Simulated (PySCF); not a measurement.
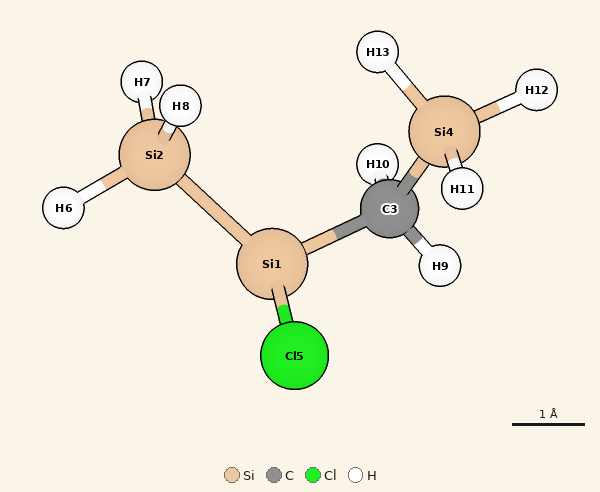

*The structure as given in the input (ball-and-stick view, seen at a tilt; atoms are numbered from 1 in the order of the input).*

Bond lengths as drawn: Cl–Si 2.09 Å, C–H 1.10 Å, C–Si 1.88 to 1.89 Å, H–Si 1.49 to 1.50 Å and Si–Si 2.35 Å.

CH8ClSi3: EPR calculation

The run: EPR calculation of CH8ClSi3, multiplicity 2. Method and program: UKS B3LYP, IGLO-III on C Cl Si, pcH-1 on H, non-relativistic, mean-field spin-orbit, GIAO (PySCF 2.14.0).

Output:
```
UKS, coarse grid
  cycle   1  E = -1371.68610052  |g| = 3.49e-01
  cycle   2  E = -1371.65077815  |g| = 4.10e-01
  cycle   3  E = -1371.73605090  |g| = 6.00e-02
  cycle   4  E = -1371.73776842  |g| = 1.62e-02
  cycle   5  E = -1371.73789282  |g| = 6.23e-03
  cycle   6  E = -1371.73791140  |g| = 2.32e-03
  cycle   7  E = -1371.73791569  |g| = 6.26e-04
UKS, final grid
  cycle   1  E = -1371.73791322  |g| = 8.39e-04
  cycle   2  E = -1371.73791276  |g| = 1.25e-03
  cycle   3  E = -1371.73791363  |g| = 8.55e-05
  cycle   4  E = -1371.73791363  |g| = 2.19e-05
E = -1371.73791363 Eh   <S^2> = 0.7525 (exact 0.7500)
g shifts (ppm)      1          2          3
  rmc          -164       -164       -164
  gc             17         80         63
  oz_so        -142       4425       7077
  total        -289       4341       6976
hyperfine (MHz)  atom isotope    a_iso     a_fc   dipolar eigenvalues
    0  29Si    -544.31    -545.14   -146.95     72.78     74.17
    1  29Si     -87.05     -87.20    -19.91      8.50     11.41
    2   13C      16.66      16.60     -5.43     -4.85     10.28
    3  29Si     -42.34     -42.41     -8.59      3.83      4.76
    4  35Cl      13.38      13.12    -17.22    -15.86     33.08
    5    1H      -5.62      -5.63     -2.59     -1.22      3.81
    6    1H      -3.36      -3.36     -2.51     -1.13      3.64
    7    1H      60.19      60.19     -2.49     -0.14      2.63
    8    1H      12.00      11.98     -4.47     -2.34      6.81
    9    1H       0.34       0.32     -4.23     -1.92      6.15
   10    1H      -1.23      -1.23     -1.39     -0.59      1.98
   11    1H      21.36      21.36     -1.14     -0.45      1.59
   12    1H      -1.23      -1.23     -1.79     -0.51      2.30
```

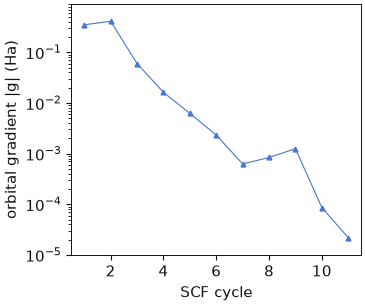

*Convergence of the self-consistent field: orbital gradient |g| against the SCF cycle.*

All cycles printed in the log are drawn one after another.

The run was set up as follows.

The input:
```
{"job": {"kind": "epr"}, "charge": 0, "multiplicity": 2}
Si     0.384621    -1.401473    -0.376379
Si     1.528654    -0.753491     1.569037
C     -1.227107    -0.482088    -0.682810
Si    -1.054233     1.399666    -0.750297
Cl     1.674001    -1.029586    -1.980845
H      2.693956    -1.668724     1.753262
H      0.609015    -0.881479     2.742249
H      2.023106     0.656238     1.483610
H     -1.676249    -0.844583    -1.623007
H     -1.921497    -0.742527     0.135702
H     -0.125428     1.799970    -1.846013
H     -2.386737     2.040196    -0.977713
H     -0.508013     1.887397     0.553477
```

The first line tells a small driver script what to run in PySCF; the rest is the geometry in Å.

Launch command:
```bash
OMP_NUM_THREADS=1 python <driver script> task.json out
```

Key numbers:

- outcome: converged
- total energy: −1371.737914 hartree
- ⟨S²⟩: 0.752
- isotropic g: 2.0060
- hardware: 1 CPU thread, shared host
- wall time: 2.1 min
- peak memory: 0.92 GiB
